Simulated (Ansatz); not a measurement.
**BClF2···NH3: density, localisation and related maps**

The calculation's input:

```
crystal:
  periodic: [false, false, false]
  atoms:
    - { symbol: B, position_ang: [0.0, 0.0, 0.0] }
    - { symbol: Cl, position_ang: [0.0, 0.0, 2.21] }
    - { symbol: F, position_ang: [1.1431, 0.0, -0.66] }
    - { symbol: F, position_ang: [-1.1431, 0.0, -0.66] }
    - { symbol: "N", position_ang: [0.0773, -1.7539, 0.5833] }
    - { symbol: H, position_ang: [-0.441, -2.5119, 0.0539] }
    - { symbol: H, position_ang: [0.64, -2.0009, 1.4471] }
    - { symbol: H, position_ang: [0.0556, -1.2621, 1.6502] }
basis:
  gaussian: { orbitals: def2-SVP }
hamiltonian:
  xc: pbe
relax:
  f_tol: 0.15
  max_steps: 25
  restrain:
    - { distance: [0, 4], at: 2.75, k: 30.0 }
    - { distance: [7, 1], at: 2.57, k: 30.0 }
    - { distance: [0, 1], at: 1.86, k: 30.0 }
    - { distance: [7, 4], at: 1.06, k: 30.0 }
output:
  orbitals: {}
```

Command:

```sh
ansatz run input.yaml --threads 2 --pin off --max-ram 3072MiB --backend cpu --events-out ev --progress --plain --runs-dir out
```

The fields are those of the run's last geometry, not of the input's.

Not at a stationary point (largest force 1.1 eV/Å).

Method: RKS PBE/def2-SVP in Ansatz 0.2.0.

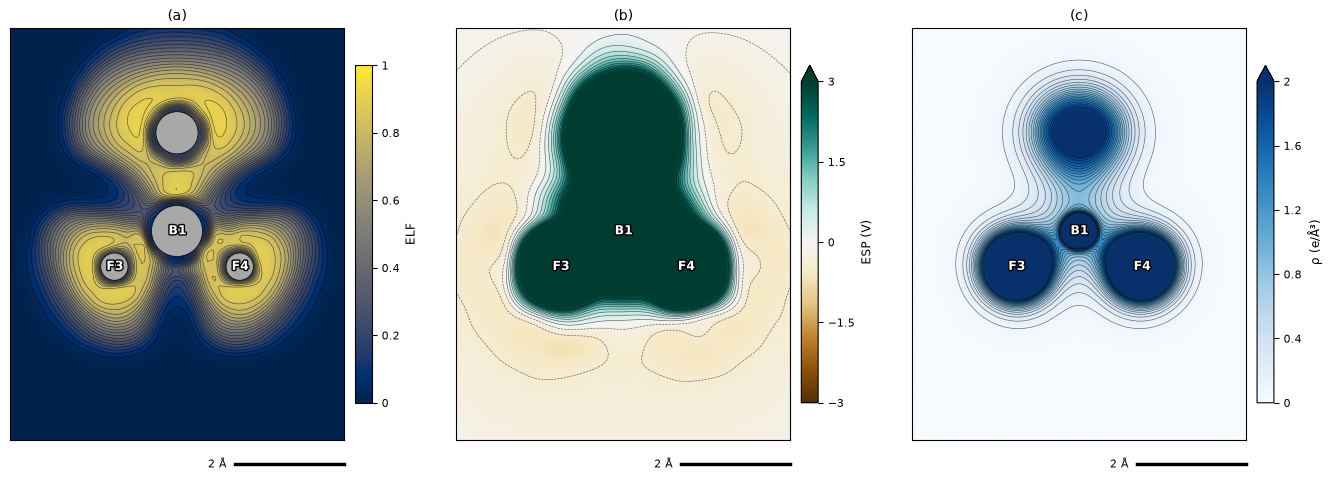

Figure 1. (a) ELF; (b) molecular electrostatic potential; (c) electron density on the plane of atoms F3, B1 and F4. Grey discs cover the atomic cores in the ELF map.

What do the fields say about this system?

The plane passes through B and F nuclei.
B–F (1.32 Å): ρ is about 2.2 e/Å³ halfway; the ELF peaks at about 0.85 between the atoms: a shared but strongly polarised pair.
The ELF also peaks beside F3, F4 and Cl2, away from the bonds: lone-pair regions.
Outside the dense part of the complex the potential is most negative (−0.7 V) near F3.

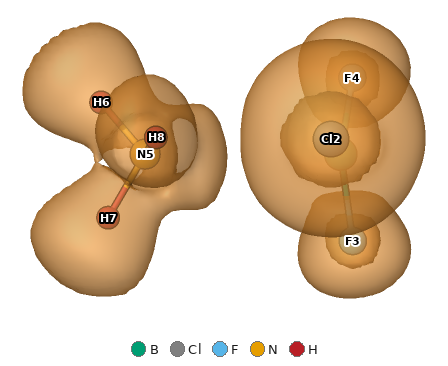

Figure 2. Isosurface of the ELF at 0.75 (orange), seen from one side. Core shells and regions of very low density are left out.

What do the ELF domains correspond to?

At this value the surface marks out one region on Cl in which the atom's valence shell and bonds are merged, two regions on F in which the atom's valence shell and bonds are merged and one joined region spread over several atoms (H, N), in which their bonds and any lone pairs are merged.


B1···N5 (2.73 Å): the ELF is about 0.20 at the midpoint.

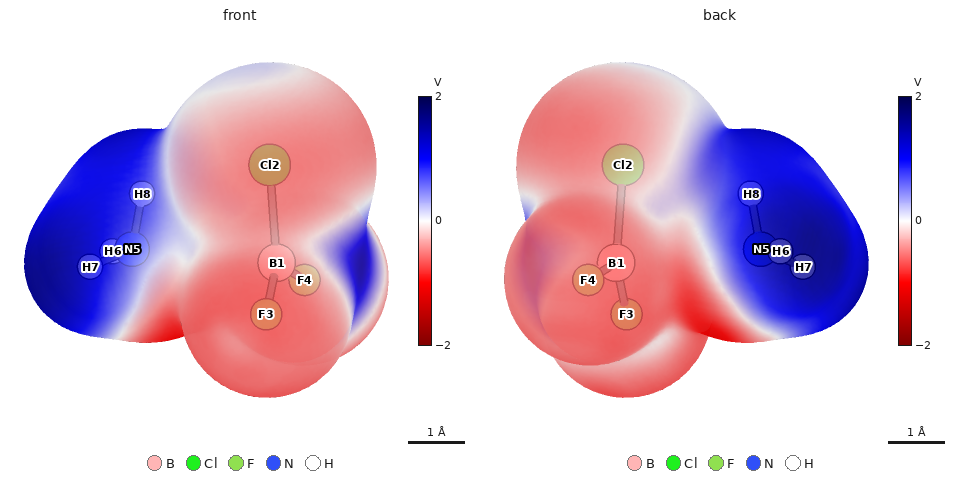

Figure 3. The electrostatic potential painted on the density surface at 0.002 e/bohr³, seen from the front and from behind; red is negative and blue positive.

Describe the electrostatic potential map.

The most negative region (about −1.0 V) lies over the gap between the two molecules, near B1 and N5, the most positive (about +1.7 V) over H6 and H7. N5 is the likeliest acceptor of a hydrogen bond.

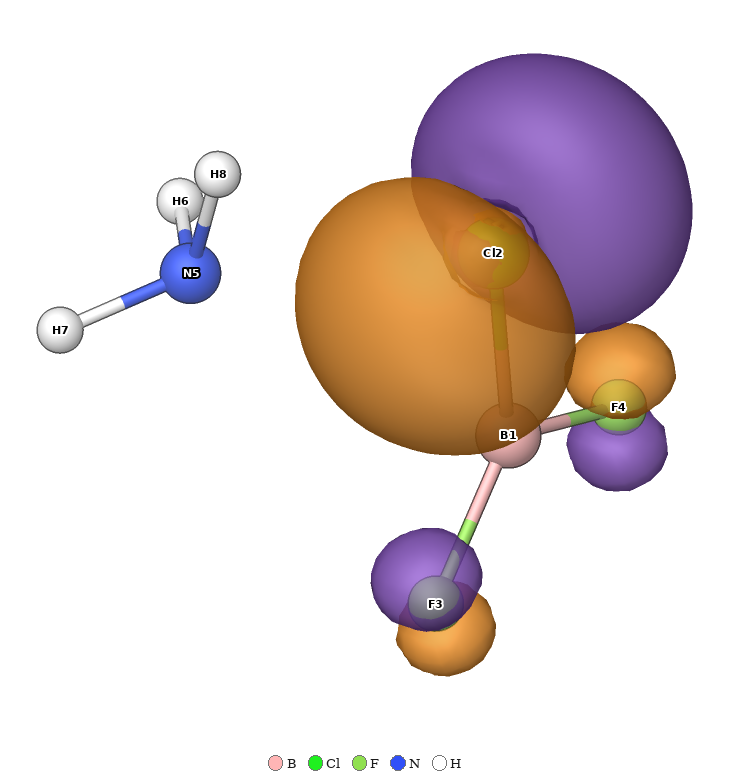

Figure 4. The HOMO−1 at ±0.15 Å⁻³ᐟ² (orange and purple are the two phases), seen at an oblique angle.

Describe this orbital and give its energy.

By Hirshfeld shares it lies mainly on Cl2 (about 90 %); largely a lone pair of Cl2. Its energy is −7.50 eV.
